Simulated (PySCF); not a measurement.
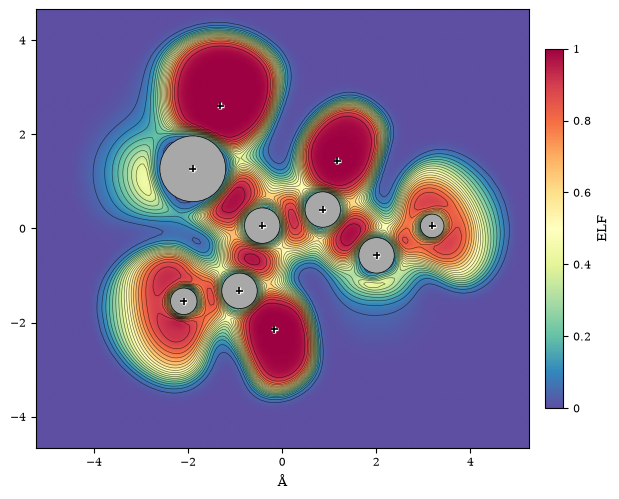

The ELF on a plane through atoms (crosses mark nuclei in the plane; grey discs cover the cores).

All numbers below come from PySCF, CAM-B3LYP/def2-SVPD, SCF density, gas phase.

Candidates:
A. C$_{4}$H$_{12}$InN (SMILES C[CH2][In]([NH2])[CH2]C)
B. C$_{4}$H$_{5}$F$_{3}$OSi (SMILES O=C/C([SiH3])=C\C(F)(F)F)
C. C$_{3}$H$_{9}$BrO$_{2}$Si (SMILES CO[Si](C)(Br)OC)

Which system is this?

Candidate B: C$_{4}$H$_{5}$F$_{3}$OSi on the plane of atoms C3, C5 and C6, which holds O, C, Si, F and H. C–O (1.20 Å): the ELF peaks at about 0.85 between the atoms (a multiple bond). C–C (1.33 Å): the ELF peaks at about 0.90 between the atoms: a short, multiple covalent bond.
